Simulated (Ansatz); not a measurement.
## C4H9FO: molecular dynamics

- system: C4H9FO
- method: RKS revPBE-d3bjatm/6-31G* (Ansatz 0.2.0)

The geometry comes from this level: PBE0-D4/def2-TZVP. Figures and captions count atoms from 1; the log counts them from 0 in places.

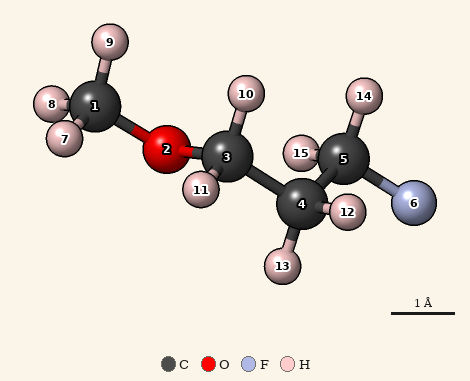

Figure 1. The structure as given in the input (ball-and-stick view, seen at a tilt; atoms are numbered from 1 in the order of the input).

Summary

- outcome: finished
- mean temperature over the second half: 170 K
- trajectory: 20 steps, 10 fs
- ensemble: nvt_nose_hoover
- temperature in the input: 300 K
- time step: 0.5 fs
- potential energy (last step): −9055.4955 eV
- mean-field energy (last step): −9054.7999 eV
- dispersion energy (last step): −0.6956 eV
- SCF solution under orbital rotations (last step): stable
- largest force (length of the vector) (last step): 2.087 eV/Å
- dipole moment (last step): 2.53 D
- hardware: 8 threads of Arm Neoverse V2, 23 GiB of memory available, shared host
- wall time: 15 s (CPU time 99 s)
- peak memory: 0.59 GiB

Notes

So short a trajectory is not equilibrated. The temperature stays far from the 300 K of the thermostat over the second half: the run isn't equilibrated.

Input file
```yaml
crystal:
  periodic: [false, false, false]
  atoms:
    - {symbol: C, position_ang: [0.372771, -2.313702, 0.059768]}
    - {symbol: O, position_ang: [-0.296490, -1.084212, 0.066239]}
    - {symbol: C, position_ang: [0.436713, -0.070172, -0.571700]}
    - {symbol: C, position_ang: [-0.355379, 1.215527, -0.528302]}
    - {symbol: C, position_ang: [-0.603492, 1.683852, 0.884273]}
    - {symbol: F, position_ang: [-1.278424, 2.893590, 0.866652]}
    - {symbol: H, position_ang: [0.562889, -2.662837, -0.964911]}
    - {symbol: H, position_ang: [-0.262872, -3.038940, 0.567883]}
    - {symbol: H, position_ang: [1.335128, -2.252114, 0.587165]}
    - {symbol: H, position_ang: [1.411247, 0.060351, -0.072230]}
    - {symbol: H, position_ang: [0.644390, -0.349888, -1.615523]}
    - {symbol: H, position_ang: [0.195986, 1.989246, -1.070859]}
    - {symbol: H, position_ang: [-1.312446, 1.073100, -1.037693]}
    - {symbol: H, position_ang: [0.340079, 1.838507, 1.419310]}
    - {symbol: H, position_ang: [-1.211899, 0.966989, 1.439428]}
basis:
  gaussian: {orbitals: "6-31G*"}
hamiltonian: {xc: {name: revPBE}, dispersion: d3bjatm}
md: {timestep: 0.5 fs, n_steps: 20, ensemble: nvt_nose_hoover, temperature: 300, initial_velocities: maxwell_boltzmann, seed: 406}
```

Run as:
```bash
ansatz run in.yaml --threads 8 --pin off --events-out ev --progress --plain --max-ram 18278MiB
```

Output
```
Functional definition: revPBE
  name "revPBE"
  cite "Zhang & Yang, Phys. Rev. Lett. 80, 890 (1998) doi:10.1103/PhysRevLett.80.890"
  cite "Perdew, Burke & Ernzerhof, Phys. Rev. Lett. 77, 3865 (1996) doi:10.1103/PhysRevLett.77.3865"
  parameter kappa = 1.245
  parameter beta = 0.06672455060314922
  exchange = pbe_x(kappa = kappa, mu = beta*pi^2/3)
  correlation = pbe_c(beta = beta)
1331 factors; their error is unknown
mean field evaluation 1: about -9047.2298 eV, gradient 5.8e1 eV
mean field evaluation 2: about -9039.0100 eV, gradient 8.3e1 eV
mean field evaluation 4: about -9055.0644 eV, gradient 4.6e0 eV
mean field evaluation 8: about -9055.0049 eV, gradient 3.9e-1 eV
mean field evaluation 16: about -9055.0052 eV, gradient 4.2e-5 eV
mean field -9055.00518483 eV, -332.7653028395 hartree, gradient 4.2e-5 eV, S^2 0.000000; 0 other end points of the search recorded, 0 dependent functions left out
the calculation of the forces begins
reference -9055.00521348 eV, -332.7653038924 hartree; 25, 25 occupied and 83, 83 virtual orbitals, 1331 factors
md step     0: t =     0.00 fs  T =   300.0 K  F+E_penalty+E_count = -9055.70422150 eV  E_kin = 0.504114 eV  conserved = -9055.20010751 eV  (27 SCF iters)
these checks for a lower state are left out or cut short: starts, cluster_reference, orbital_swaps, neighbouring_geometries, increment
1331 factors; their error is unknown
mean field -9055.01579153 eV, -332.7656926286 hartree, gradient 9.6e-6 eV, S^2 0.000000; 0 other end points of the search recorded, 0 dependent functions left out
[... from here on the field's lines of each further geometry are left out, up to the last ...]
md step     1: t =     0.50 fs  T =   305.5 K  F+E_penalty+E_count = -9055.71356724 eV  E_kin = 0.513350 eV  conserved = -9055.20021735 eV  (31 SCF iters)
md step     2: t =     1.00 fs  T =   293.5 K  F+E_penalty+E_count = -9055.69298706 eV  E_kin = 0.493130 eV  conserved = -9055.19985654 eV  (32 SCF iters)
md step     3: t =     1.50 fs  T =   266.8 K  F+E_penalty+E_count = -9055.64749143 eV  E_kin = 0.448297 eV  conserved = -9055.19919450 eV  (32 SCF iters)
md step     4: t =     2.00 fs  T =   231.3 K  F+E_penalty+E_count = -9055.58706869 eV  E_kin = 0.388651 eV  conserved = -9055.19841996 eV  (32 SCF iters)
md step     5: t =     2.50 fs  T =   194.0 K  F+E_penalty+E_count = -9055.52373363 eV  E_kin = 0.326048 eV  conserved = -9055.19769450 eV  (32 SCF iters)
md step     6: t =     3.00 fs  T =   161.7 K  F+E_penalty+E_count = -9055.46890090 eV  E_kin = 0.271781 eV  conserved = -9055.19713960 eV  (32 SCF iters)
md step     7: t =     3.50 fs  T =   139.6 K  F+E_penalty+E_count = -9055.43136822 eV  E_kin = 0.234566 eV  conserved = -9055.19683621 eV  (31 SCF iters)
md step     8: t =     4.00 fs  T =   130.4 K  F+E_penalty+E_count = -9055.41595773 eV  E_kin = 0.219183 eV  conserved = -9055.19682774 eV  (31 SCF iters)
md step     9: t =     4.50 fs  T =   134.3 K  F+E_penalty+E_count = -9055.42279894 eV  E_kin = 0.225759 eV  conserved = -9055.19711832 eV  (32 SCF iters)
md step    10: t =     5.00 fs  T =   148.6 K  F+E_penalty+E_count = -9055.44728730 eV  E_kin = 0.249732 eV  conserved = -9055.19766655 eV  (31 SCF iters)
md step    11: t =     5.50 fs  T =   168.2 K  F+E_penalty+E_count = -9055.48082422 eV  E_kin = 0.282607 eV  conserved = -9055.19837352 eV  (32 SCF iters)
md step    12: t =     6.00 fs  T =   186.6 K  F+E_penalty+E_count = -9055.51248371 eV  E_kin = 0.313618 eV  conserved = -9055.19907730 eV  (32 SCF iters)
md step    13: t =     6.50 fs  T =   197.8 K  F+E_penalty+E_count = -9055.53164180 eV  E_kin = 0.332352 eV  conserved = -9055.19956815 eV  (32 SCF iters)
md step    14: t =     7.00 fs  T =   197.6 K  F+E_penalty+E_count = -9055.53126878 eV  E_kin = 0.331981 eV  conserved = -9055.19964052 eV  (32 SCF iters)
md step    15: t =     7.50 fs  T =   185.8 K  F+E_penalty+E_count = -9055.51101770 eV  E_kin = 0.312261 eV  conserved = -9055.19918747 eV  (32 SCF iters)
md step    16: t =     8.00 fs  T =   167.1 K  F+E_penalty+E_count = -9055.47866752 eV  E_kin = 0.280874 eV  conserved = -9055.19830171 eV  (31 SCF iters)
md step    17: t =     8.50 fs  T =   149.8 K  F+E_penalty+E_count = -9055.44846854 eV  E_kin = 0.251746 eV  conserved = -9055.19730561 eV  (49 SCF iters)
md step    18: t =     9.00 fs  T =   142.9 K  F+E_penalty+E_count = -9055.43606496 eV  E_kin = 0.240082 eV  conserved = -9055.19664159 eV  (32 SCF iters)
md step    19: t =     9.50 fs  T =   152.3 K  F+E_penalty+E_count = -9055.45175119 eV  E_kin = 0.255851 eV  conserved = -9055.19664142 eV  (31 SCF iters)
the calculation of the forces begins
reference -9054.79991897 eV, -332.7577594583 hartree; 25, 25 occupied and 83, 83 virtual orbitals, 1331 factors
1331 factors; their error is unknown
mean field evaluation 192: about -9040.3462 eV, gradient 7.9e1 eV
mean field -9054.79989023 eV, -332.7577584021 hartree, gradient 1.0e-5 eV, S^2 0.000000; 1 other end points of the search recorded, 0 dependent functions left out
the calculation of the forces begins
reference -9054.79991897 eV, -332.7577594583 hartree; 25, 25 occupied and 83, 83 virtual orbitals, 1331 factors
md step    20: t =    10.00 fs  T =   177.9 K  F+E_penalty+E_count = -9055.49548450 eV  E_kin = 0.298999 eV  conserved = -9055.19732691 eV  (49 SCF iters)
```

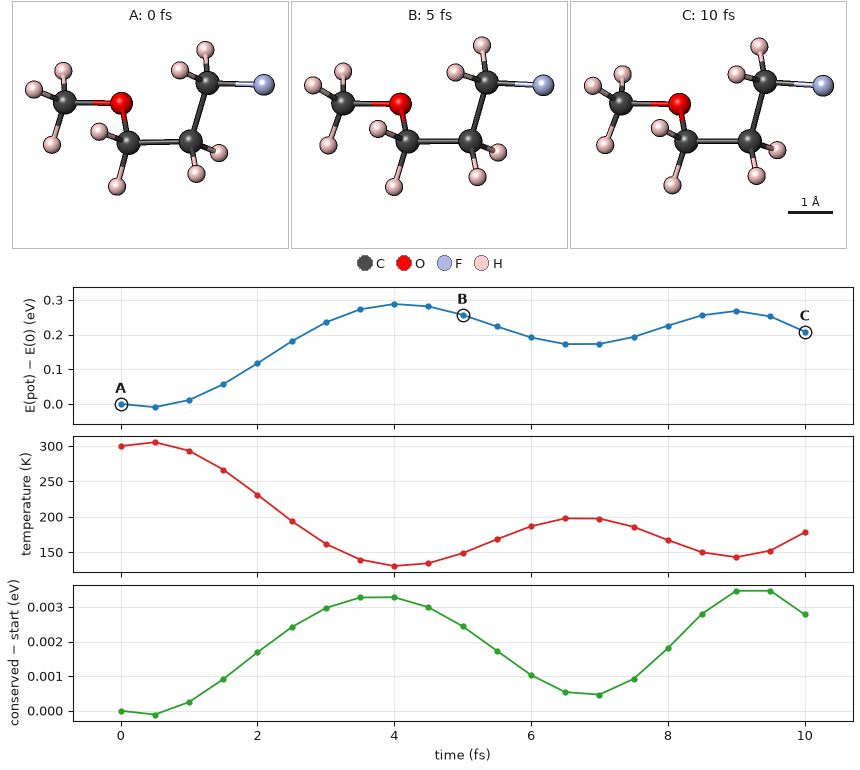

Figure 2. Frames of the molecular dynamics (ball-and-stick, seen at a tilt) above the curves, on which the letters mark them. The trajectory kept here has 21 frames over 10 fs. The temperature starts at 300 K, ranges from 130 to 305 K and averages 170 K over the second half. The potential energy ends 0.209 eV above its first value. The conserved quantity stays within 0.0036 eV. After an unweighted best fit of the last frame on the first, the root-mean-square displacement is 0.09 Å, and H15 has moved furthest (0.17 Å).

```
Total energy: -9055.49551324 eV, -332.7833220762 hartree
Atom 0 at     0.399740    -2.344718     0.041091 Å, force    -0.648857     0.685923    -0.353953 eV/Å
Atom 1 at    -0.318349    -1.113005     0.036261 Å, force    -0.621469    -0.563221     0.131659 eV/Å
Atom 2 at     0.426911    -0.087211    -0.541963 Å, force    -0.877223     1.064337    -0.990870 eV/Å
Atom 3 at    -0.366523     1.244062    -0.521575 Å, force     0.079078    -1.468260     0.830026 eV/Å
Atom 4 at    -0.555907     1.724308     0.930400 Å, force     0.283896     0.552137    -1.779918 eV/Å
Atom 5 at    -1.303343     2.903574     0.842148 Å, force    -0.017035     0.331780     0.550221 eV/Å
Atom 6 at     0.657736    -2.721958    -0.960097 Å, force     0.155182     0.155193    -0.349161 eV/Å
Atom 7 at    -0.285205    -3.026364     0.484735 Å, force    -0.743722    -1.112249     0.588557 eV/Å
Atom 8 at     1.276062    -2.280111     0.662704 Å, force     1.048398     0.045531     0.481312 eV/Å
Atom 9 at     1.324475     0.059896    -0.002719 Å, force     1.810725     0.238247     1.009816 eV/Å
Atom 10 at     0.724870    -0.346256    -1.562748 Å, force     0.040372    -0.087399    -0.649511 eV/Å
Atom 11 at     0.135519     1.989616    -1.132725 Å, force     0.374747     0.438776    -0.056874 eV/Å
Atom 12 at    -1.334928     1.061127    -0.973970 Å, force    -0.651193    -0.041288    -0.234191 eV/Å
Atom 13 at     0.435704     1.891347     1.349841 Å, force     0.465925     0.525415     0.413063 eV/Å
Atom 14 at    -1.053888     1.016490     1.563623 Å, force    -0.698824    -0.764921     0.409825 eV/Å
Dipole moment:     0.379222    -0.356053    -0.085168 e Å
```

Trajectory as extended XYZ (Å, eV, eV/Å), 7 of the 21 frames kept, from step=0 to step=20
```
15
Properties=species:S:1:pos:R:3:forces:R:3 step=0 time_fs=0.0 energy=-9055.70422 temperature=300.0
C     0.3728   -2.3137    0.0598    0.1569  -0.1898  -0.0204
O    -0.2965   -1.0842    0.0662   -0.8772   0.0901   0.4099
C     0.4367   -0.0702   -0.5717    0.2719   0.0335  -0.2133
C    -0.3554    1.2155   -0.5283   -0.0094   0.0114  -0.1057
C    -0.6035    1.6839    0.8843    0.0001  -0.0156   0.1971
F    -1.2784    2.8936    0.8667   -0.4172   0.7348  -0.0455
H     0.5629   -2.6628   -0.9649    0.1119  -0.1830  -0.3825
H    -0.2629   -3.0389    0.5679   -0.2470  -0.2549   0.1906
H     1.3351   -2.2521    0.5872    0.3960  -0.0337   0.1885
H     1.4112    0.0604   -0.0722    0.3796   0.0838   0.1383
H     0.6444   -0.3499   -1.6155    0.1272  -0.0815  -0.4048
H     0.1960    1.9892   -1.0709    0.1715   0.2647  -0.1802
H    -1.3124    1.0731   -1.0377   -0.3166  -0.0346  -0.1715
H     0.3401    1.8385    1.4193    0.3994  -0.0627   0.1996
H    -1.2119    0.9670    1.4394   -0.1472  -0.3626   0.1997
15
Properties=species:S:1:pos:R:3:forces:R:3 step=3 time_fs=1.5 energy=-9055.64749 temperature=266.8
C     0.3783   -2.3127    0.0521   -0.1964  -1.1241   1.0775
O    -0.2952   -1.0859    0.0597   -1.0846  -0.2894   0.4959
C     0.4241   -0.0798   -0.5643    1.8903   0.7651  -0.1813
C    -0.3538    1.2234   -0.5235   -0.4991  -0.2604  -0.6893
C    -0.5986    1.6932    0.8885    0.0980  -0.6225   0.8079
F    -1.2814    2.8927    0.8621   -0.3506   0.7822   0.0772
H     0.5613   -2.6889   -0.9678    0.2317   0.0143  -0.2559
H    -0.2941   -3.0660    0.5699    0.5498   0.6362  -0.3612
H     1.3415   -2.2476    0.6308   -0.2473  -0.1238  -0.3620
H     1.4410    0.0734   -0.0347   -0.7861  -0.1595  -0.4908
H     0.6613   -0.3548   -1.6178    0.0274   0.0363  -0.0073
H     0.1845    1.9987   -1.1033    0.0385  -0.0595   0.1716
H    -1.3250    1.0624   -1.0420    0.1268   0.0948   0.1496
H     0.3760    1.8294    1.4106   -0.1231   0.0719  -0.0045
H    -1.2015    0.9601    1.4906    0.3247   0.2385  -0.4275
15
Properties=species:S:1:pos:R:3:forces:R:3 step=7 time_fs=3.5 energy=-9055.43137 temperature=139.6
C     0.3850   -2.3147    0.0450   -0.3628  -1.6505   1.4920
O    -0.2958   -1.0888    0.0521   -1.2581  -0.7729   0.5773
C     0.4127   -0.0904   -0.5551    2.9172   1.5534  -0.5406
C    -0.3532    1.2331   -0.5192   -0.8459  -0.6127  -1.1411
C    -0.5916    1.7038    0.8965    0.4342  -0.9849   1.0656
F    -1.2859    2.8928    0.8563   -0.2532   0.7835   0.2452
H     0.5670   -2.7221   -0.9787    0.2845   0.3389   0.1523
H    -0.3169   -3.0803    0.5605    0.9345   1.0147  -0.5652
H     1.3409   -2.2458    0.6757   -0.6586  -0.1890  -0.8349
H     1.4539    0.0852   -0.0015   -1.3138  -0.3366  -0.7853
H     0.6843   -0.3597   -1.6199   -0.1235   0.1504   0.4207
H     0.1700    2.0085   -1.1396   -0.0785  -0.3637   0.5522
H    -1.3368    1.0516   -1.0421    0.4406   0.2166   0.3978
H     0.4184    1.8202    1.3985   -0.6387   0.2577  -0.1603
H    -1.1766    0.9596    1.5435    0.5220   0.5951  -0.8758
15
Properties=species:S:1:pos:R:3:forces:R:3 step=10 time_fs=5.0 energy=-9055.44729 temperature=148.6
C     0.3894   -2.3195    0.0427   -0.3770  -1.3996   1.1091
O    -0.2982   -1.0922    0.0473   -1.3164  -1.0047   0.5850
C     0.4101   -0.0952   -0.5493    2.8421   1.9083  -0.7832
C    -0.3545    1.2391   -0.5182   -0.8240  -0.9333  -0.9874
C    -0.5855    1.7098    0.9046    0.6707  -0.8407   0.6357
F    -1.2896    2.8940    0.8522   -0.1904   0.7528   0.3618
H     0.5783   -2.7393   -0.9841    0.2847   0.5053   0.3573
H    -0.3117   -3.0669    0.5399    0.6573   0.6583  -0.3238
H     1.3251   -2.2490    0.6897   -0.4643  -0.1831  -0.8146
H     1.4321    0.0860    0.0046   -1.0307  -0.3305  -0.6355
H     0.6989   -0.3599   -1.6121   -0.1810   0.1539   0.4218
H     0.1576    2.0076   -1.1541   -0.0178  -0.3240   0.6092
H    -1.3355    1.0486   -1.0329    0.3070   0.2177   0.3586
H     0.4355    1.8193    1.3859   -0.6569   0.4008  -0.1084
H    -1.1455    0.9731    1.5625    0.2967   0.4188  -0.7857
15
Properties=species:S:1:pos:R:3:forces:R:3 step=13 time_fs=6.5 energy=-9055.53164 temperature=197.8
C     0.3930   -2.3267    0.0423   -0.2763  -0.5689   0.2838
O    -0.3024   -1.0969    0.0433   -1.2771  -1.0568   0.5233
C     0.4126   -0.0966   -0.5448    1.9470   1.9541  -0.9797
C    -0.3572    1.2435   -0.5190   -0.5835  -1.2694  -0.4279
C    -0.5783    1.7143    0.9138    0.8139  -0.3430  -0.2727
F    -1.2936    2.8960    0.8486   -0.1364   0.6854   0.4592
H     0.5957   -2.7459   -0.9822    0.2708   0.5317   0.3356
H    -0.2932   -3.0401    0.5128   -0.0944  -0.2067   0.2112
H     1.3000   -2.2561    0.6867    0.1179  -0.1286  -0.4486
H     1.3891    0.0799   -0.0024   -0.1464  -0.1836  -0.1423
H     0.7097   -0.3570   -1.5957   -0.1609   0.0898   0.1304
H     0.1450    2.0001   -1.1557    0.1585  -0.0609   0.4467
H    -1.3281    1.0501   -1.0163   -0.1007   0.1373   0.1507
H     0.4391    1.8271    1.3711   -0.3493   0.5261   0.0654
H    -1.1084    0.9951    1.5651   -0.1832  -0.1064  -0.3351
15
Properties=species:S:1:pos:R:3:forces:R:3 step=17 time_fs=8.5 energy=-9055.44847 temperature=149.8
C     0.3972   -2.3376    0.0423   -0.2432   0.6815  -0.6998
O    -0.3106   -1.1053    0.0389   -1.0004  -0.8489   0.3318
C     0.4207   -0.0931   -0.5418   -0.1547   1.5216  -1.2448
C    -0.3623    1.2457   -0.5210   -0.1192  -1.5625   0.5027
C    -0.5663    1.7196    0.9250    0.6975   0.4591  -1.5760
F    -1.2991    2.8999    0.8445   -0.0689   0.5154   0.5395
H     0.6279   -2.7376   -0.9698    0.2255   0.3564  -0.0187
H    -0.2752   -3.0152    0.4860   -1.0775  -1.3373   0.8411
H     1.2735   -2.2695    0.6702    1.0049  -0.0117   0.2754
H     1.3328    0.0668   -0.0131    1.5617   0.1530   0.8549
H     0.7191   -0.3505   -1.5714   -0.0413  -0.0397  -0.4441
H     0.1344    1.9895   -1.1443    0.3956   0.3702   0.0802
H    -1.3234    1.0563   -0.9901   -0.6655  -0.0089  -0.1750
H     0.4342    1.8553    1.3545    0.2720   0.6048   0.3423
H    -1.0671    1.0181    1.5599   -0.7866  -0.8530   0.3906
15
Properties=species:S:1:pos:R:3:forces:R:3 step=20 time_fs=10.0 energy=-9055.49548 temperature=177.9
C     0.3997   -2.3447    0.0411   -0.6489   0.6859  -0.3540
O    -0.3183   -1.1130    0.0363   -0.6215  -0.5632   0.1317
C     0.4269   -0.0872   -0.5420   -0.8772   1.0643  -0.9909
C    -0.3665    1.2441   -0.5216    0.0791  -1.4683   0.8300
C    -0.5559    1.7243    0.9304    0.2839   0.5521  -1.7799
F    -1.3033    2.9036    0.8421   -0.0170   0.3318   0.5502
H     0.6577   -2.7220   -0.9601    0.1552   0.1552  -0.3492
H    -0.2852   -3.0264    0.4847   -0.7437  -1.1122   0.5886
H     1.2761   -2.2801    0.6627    1.0484   0.0455   0.4813
H     1.3245    0.0599   -0.0027    1.8107   0.2382   1.0098
H     0.7249   -0.3463   -1.5627    0.0404  -0.0874  -0.6495
H     0.1355    1.9896   -1.1327    0.3747   0.4388  -0.0569
H    -1.3349    1.0611   -0.9740   -0.6512  -0.0413  -0.2342
H     0.4357    1.8913    1.3498    0.4659   0.5254   0.4131
H    -1.0539    1.0165    1.5636   -0.6988  -0.7649   0.4098
```
